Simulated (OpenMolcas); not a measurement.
**Multiconfigurational calculation for Nb⁴⁺ complex**

- system: Nb⁴⁺ with 6 ligands (Cl; octahedron, 2.446 Å), embedded in Cs2ZrCl6 by model potentials and point charges, whose field is part of the energies.
- method: state-averaged CASSCF, active space 1 electron in the shell 4d, basis ANO-RCC-VTZP on the metal and ANO-RCC-VDZP on the ligands, DKH2 scalar Hamiltonian, spin-orbit coupling by RASSI with atomic mean-field integrals (OpenMolcas)

### Input file
```
&GATEWAY
Basis set
Nb.ANO-RCC-VTZP.
Nb1 0.0 0.0 0.0 Angstrom
End of basis
Basis set
Cl.ANO-RCC-VDZP.
L1 2.446000 0.000000 0.000000 Angstrom
L2 0.000000 2.446000 0.000000 Angstrom
L3 0.000000 0.000000 2.446000 Angstrom
End of basis
Basis set
Cs.EMB-AIMP.Seijo.0s.0s.ECP.Cs2ZrCl6.
PseudoCharge
* 4 symmetry-unique lattice sites within 7.6 angstrom
End of basis
Basis set
Cl.EMB-AIMP.Seijo.0s.0s.ECP.Cs2ZrCl6.
PseudoCharge
* 12 symmetry-unique lattice sites within 7.6 angstrom
End of basis
Basis set
Zr.EMB-AIMP.Seijo.0s.0s.ECP.Cs2ZrCl6.
PseudoCharge
* 6 symmetry-unique lattice sites within 7.6 angstrom
End of basis
Symmetry
XYZ
AngMom=0.0 0.0 0.0
AMFI
RICD
XField
1385 Angstrom 0
* Evjen-weighted lattice charges
&SEWARD
&RASSCF
FileOrb=start.orb
Symmetry=1
Spin=2
nActEl=1 0 0
Inactive=36 36
Ras2=5 0
CIRoot=5 5 1
SDav=5
CIMx=300
Iter=150 100
PrWF=0.3
OrbListing=Nothing
MaxOrb=0
LevShft=1.0
>>> COPY $Project.JobIph JOB001
&RASSI
NrOfJobIphs=1 5
1 2 3 4 5
IphNames
JOB001
EJob
SpinOrbit
DIPRint=1.0
SOCoupling=1000.0
Subsets=2
Property=9
'ANGMOM' 1 'ANGMOM' 2 'ANGMOM' 3 'MLTPL  1' 1 'MLTPL  1' 2 'MLTPL  1' 3
'AMFI' 1 'AMFI' 2 'AMFI' 3
SOProperty=3
'ANGMOM' 1 'ANGMOM' 2 'ANGMOM' 3
```

The file start.orb holds starting orbitals from an earlier step. A driver script formed the levels outside the program, from RASSI's spin-orbit matrix and the active-space energies, averaged over the components of each term or state.

Hardware: 1 thread of Arm Neoverse V2, 24 GiB of memory available, shared host.

Launched with:
```bash
OMP_NUM_THREADS=1 MOLCAS_MEM=2457 MOLCAS_PROJECT=a pymolcas a.inp > a.log  # once for each step of the input, in one work folder
```

### The program's output (extracts)
```
--- SEWARD ---
Basis set label: NB.ANO-RCC...7S6P4D2F1G.

      Electronic valence basis set:
      ------------------
      Associated Effective Charge  41.000000 au
      Associated Actual Charge     41.000000 au
      Nuclear Model: Point charge

      Shell  nPrim  nBasis  Cartesian Spherical Contaminant
         s      21       7        X
         p      18       6        X
         d      13       4                 X
         f       6       2                 X
         g       4       1                 X
                  Relativistic Douglas-Kroll-Hess integrals:
                    - DKH order of Hamiltonian: 2
                    - DKH order of Properties : 0
                  Atomic mean-field integrals
--- RASSCF ---
Wave function specifications:
      -----------------------------

      Number of closed shell electrons         144
      Number of electrons in active shells       1
      Max number of holes in RAS1 space          0
      Max nr of electrons in RAS3 space          0
      Number of inactive orbitals               72
      Number of active orbitals                  5
      Number of secondary orbitals              99
      Spin quantum number                      0.5
      State symmetry                             1
Orbital specifications:
      -----------------------

      Symmetry species                           1   2
                                                ag  au
      Frozen orbitals                            0   0
      Inactive orbitals                         36  36
      Active orbitals                            5   0
      RAS1 orbitals                              0   0
      RAS2 orbitals                              5   0
      RAS3 orbitals                              0   0
      Secondary orbitals                        49  50
      Deleted orbitals                           0   0
      Number of basis functions                 90  86
      Number of CSFs                             5
      Number of root(s) required                 5
      Iter CI   SX   CI       RASSCF       Energy    max ROT     max BLB   max BLB  Level Ln srch  Step   QN
          iter iter root      energy       change     param      element    value   shift minimum  type update
 Nr of preliminary CI iterations:   1
      Total energies have been shifted. Add                -6000.00 au
        1   1   11    0  -581.67323960    0.00E+00  -1.11E-01*  36  39 1  3.05E-01*  1.06   0.00    SX    NO
        2   1   11    0  -582.48352962   -8.10E-01* -9.80E-02   36  39 1  2.38E-01*  0.82   0.00    SX    NO
        3   1   11    0  -582.75750162   -2.74E-01* -6.10E-02   36  39 1  1.32E-01*  0.63   0.00    SX    NO
        4   1   11    0  -582.82581508   -6.83E-02*  2.64E-02   36  39 1  5.90E-02*  0.63   0.00    SX    NO
        5   1   11    0  -582.84338629   -1.76E-02*  2.67E-02   36  39 1  3.41E-02*  0.64   2.22    LS   YES
        6   1   11    0  -582.85081811   -7.43E-03*  1.18E-02   36  39 1  7.56E-03*  0.64   1.21    QN   YES
        7   1   10    0  -582.85183607   -1.02E-03*  5.15E-03   30  39 1  2.91E-03*  0.64   1.45    LS   YES
        8   1   10    0  -582.85194369   -1.08E-04* -1.33E-03   30  39 1  2.62E-03*  0.64   1.03    QN   YES
        9   1    9    0  -582.85203759   -9.39E-05* -6.29E-04   14  42 1 -1.05E-03*  0.64   1.48    LS   YES
       10   1    9    0  -582.85204846   -1.09E-05* -4.65E-04    3  63 1 -9.63E-04*  0.64   1.01    QN   YES
       11   1    8    0  -582.85205445   -5.99E-06* -2.74E-04   36  39 1  4.01E-04*  0.64   1.59    LS   YES
       12   1    8    0  -582.85205541   -9.57E-07* -1.38E-04    3  63 1  4.74E-04*  0.64   1.00    QN   YES
       13   1    7    0  -582.85205622   -8.14E-07* -1.49E-04   18  40 1  1.47E-04*  0.64   1.48    QN   YES
       14   1    7    0  -582.85205652   -3.04E-07*  7.90E-05    9  56 2 -7.20E-05   0.64   1.31    QN   YES
       15   1    6    0  -582.85205659   -6.67E-08*  3.94E-05   14  42 1  4.48E-05   0.64   1.50    QN   YES
       16   1    6    0  -582.85205661   -1.98E-08*  1.20E-05   36  46 2  2.38E-05   0.64   1.26    QN   YES
       17   1    5    0  -582.85205661   -3.02E-09  -5.97E-06   36  46 2  9.15E-06   0.64   1.34    QN   YES
      Convergence after 17 iterations
       18   1    5    0  -582.85205661   -5.34E-10  -5.97E-06    3  63 1  2.21E-06   0.64   1.34    QN   YES
      Natural orbitals and occupation numbers for root  1
      sym 1:   1.000000   0.000000  -0.000000  -0.000000  -0.000000
      Natural orbitals and occupation numbers for root  2
      sym 1:  -0.000000   1.000000   0.000000   0.000000   0.000000
      Natural orbitals and occupation numbers for root  3
      sym 1:  -0.000000  -0.000000  -0.000000   1.000000  -0.000000
::    RASSCF root number  1 Total energy:  -6582.89604200
::    RASSCF root number  2 Total energy:  -6582.89604200
::    RASSCF root number  3 Total energy:  -6582.89604200
::    RASSCF root number  4 Total energy:  -6582.78607854
::    RASSCF root number  5 Total energy:  -6582.78607854
--- RASSI ---
SPIN-FREE ENERGIES:
  (Shifted by EMIN (a.u.) =      -6582.8960419955)

 SF State       Relative EMIN(au)   Rel lowest level(eV)    D:o, cm**(-1)

     1             0.0000000000        0.0000000000              0.0000
     2             0.0000000000        0.0000000000              0.0000
     3             0.0000000000        0.0000000000              0.0000
     4             0.1099634547        2.9922580393          24134.1887
     5             0.1099634552        2.9922580517          24134.1888
     Dipole printing threshold changed to   1.00000000E+00
Eigenvalues of complex Hamiltonian:
   -----------------------------------
  (Shifted by EMIN (a.u.) =      -6582.8960419955)

 SO State       Relative EMIN(au)   Rel lowest level(eV)    D:o, cm**(-1)

     1            -0.0014004173        0.0000000001              0.0000
     2            -0.0014004173        0.0000000001              0.0000
     3            -0.0014004173        0.0000000000              0.0000
     4            -0.0014004173        0.0000000000              0.0000
     5             0.0026504493        0.1102296962            889.0625
     6             0.0026504493        0.1102296962            889.0625
     7             0.1100386474        3.0324114341          24458.0477
     8             0.1100386474        3.0324114341          24458.0477
     9             0.1100386479        3.0324114464          24458.0478
    10             0.1100386479        3.0324114464          24458.0478
Weights of the five most important spin-orbit-free states for each spin-orbit state.

 SO State  Total energy (au)           Spin-free states, spin, and weights
 -------------------------------------------------------------------------------------------------------
    1        -0.001400       2 0.5  0.5744    3 0.5  0.4111    1 0.5  0.0138    5 0.5  0.0007    4 0.5  0.0000
    2        -0.001400       2 0.5  0.5520    3 0.5  0.4363    1 0.5  0.0110    5 0.5  0.0007    4 0.5  0.0000
    3        -0.001400       1 0.5  0.6595    3 0.5  0.2265    2 0.5  0.1133    4 0.5  0.0007    5 0.5  0.0000
    4        -0.001400       1 0.5  0.6481    3 0.5  0.2584    2 0.5  0.0927    4 0.5  0.0007    5 0.5  0.0000
    5         0.002650       1 0.5  0.3333    3 0.5  0.3333    2 0.5  0.3333    4 0.5  0.0000    5 0.5  0.0000
    6         0.002650       1 0.5  0.3333    3 0.5  0.3333    2 0.5  0.3333    4 0.5  0.0000    5 0.5  0.0000
    7         0.110039       4 0.5  0.9993    1 0.5  0.0004    3 0.5  0.0001    2 0.5  0.0001    5 0.5  0.0000
    8         0.110039       4 0.5  0.9993    1 0.5  0.0004    3 0.5  0.0001    2 0.5  0.0001    5 0.5  0.0000
    9         0.110039       5 0.5  0.9993    2 0.5  0.0003    3 0.5  0.0003    1 0.5  0.0000    4 0.5  0.0000
   10         0.110039       5 0.5  0.9993    2 0.5  0.0003    3 0.5  0.0003    1 0.5  0.0000    4 0.5  0.0000
 -------------------------------------------------------------------------------------------------------
```

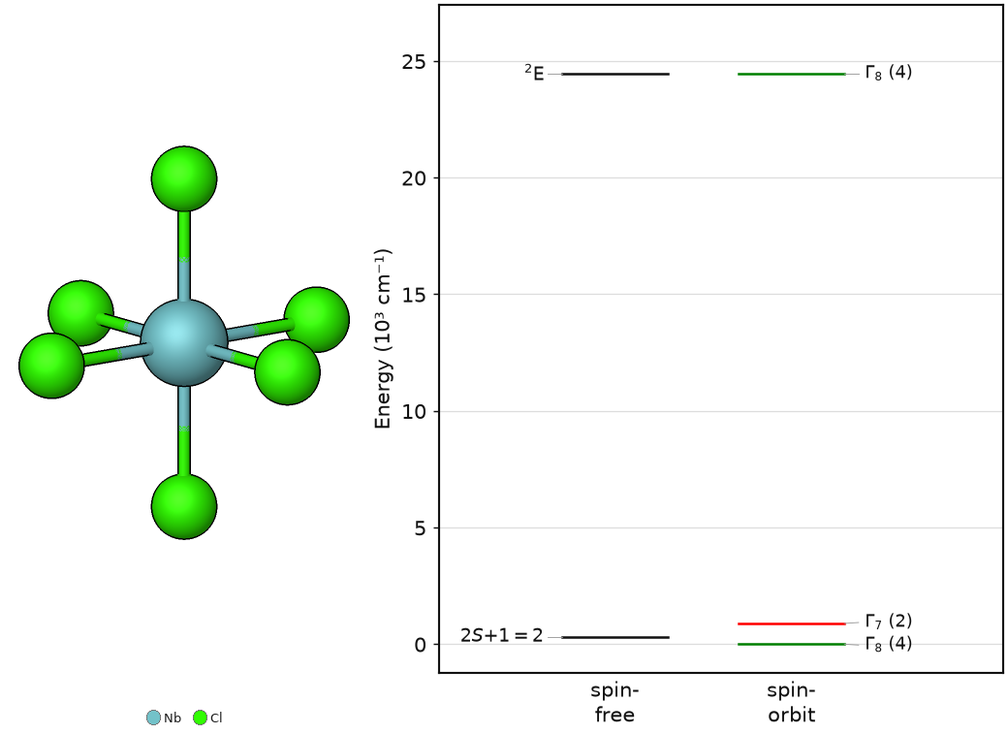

Fig. 1: Nb⁴⁺ (4d) as a dopant in Cs₂ZrCl₆, a cluster with its 6 nearest Cl⁻ at 2.446 Å (octahedron) embedded in model potentials and point charges; the geometry was set, not optimised, and its levels. Labels give the representation in O, Td, D4 or D3 as the site allows (double group for half-integer spin) where it could be assigned and, in brackets, the degeneracy; spin-free states, where drawn, share the zero of the spin-orbit levels. The ground level is Γ₈, 4-fold degenerate, 100 % from states of spin multiplicity 2. The next level lies at 889 cm⁻¹ (Γ₇). A ligand-field fit to the spin-free states gives |10Dq| = 24,100 cm⁻¹. The active orbitals hold 72 to 88 % metal character (Löwdin), and the Mulliken charge of the metal is +1.90.

### Key numbers

| quantity | value |
| --- | --- |
| outcome | converged |
| energy of the lowest spin-free term | −6582.89604 hartree |
| energy of the lowest spin-orbit level | −6582.89744 hartree |
| largest spread among components of a term | 0.0 cm⁻¹ |
| wall time | 20 s |
| peak memory | 0.4 GiB |

### Remarks

Limits: covalent bonds, ligand orbitals missing from the active space; the geometry is set by hand, with no relaxation.
